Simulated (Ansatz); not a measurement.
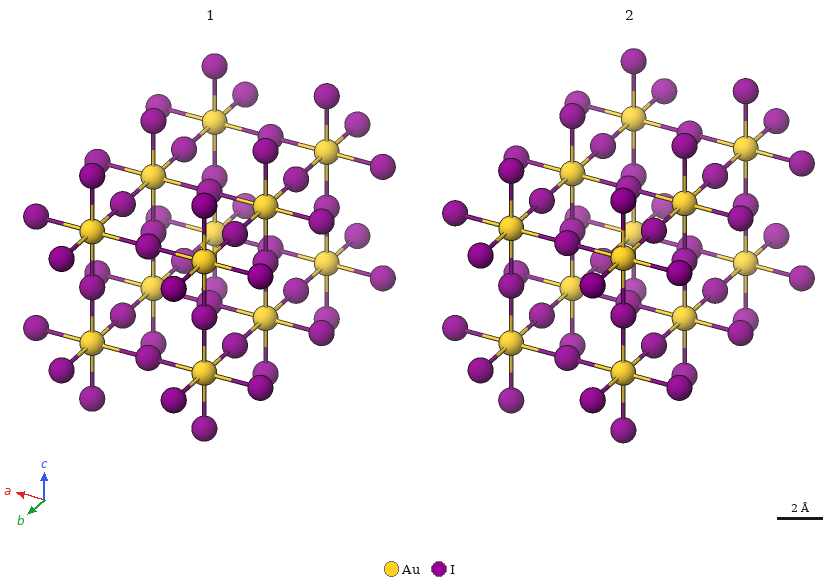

Two geometries of a crystal of AuI3 (built on the ReO3 type): one is the relaxed structure, the other was perturbed away from it. Style: ball-and-stick. Shown: the cell of the calculation, repeated 1 × 2 × 1 with one cell outlined, from a free direction.

Method: DFT PBE, scalar-relativistic, plane waves, PAW in Ansatz 0.2.0. Set-up: plane-wave cutoff 420 eV; k-point mesh 6 × 6 × 6; occupations gaussian; smearing width 0.05 eV; no spin polarisation.

Which is the distorted one, and what does the distortion cost?

Structure 2 is the perturbed one. The cell is strained by +3.0 % along c and none across it (volume +3.0 %), the atoms keeping their fractional coordinates. No relaxation follows. The energy rises by 6.7 meV per atom. Pressure: 0.0 GPa before, −0.7 GPa after. The principal stresses (compression positive) are −1.4 GPa along c and −0.3 GPa across it. All forces vanish by symmetry. Near-neighbour distances before and after: Au–I 2.846 → 2.846 to 2.932 Å. The space group (tolerance 0.01 Å) goes from Pm-3m (No. 221) to P4/mmm (No. 123).
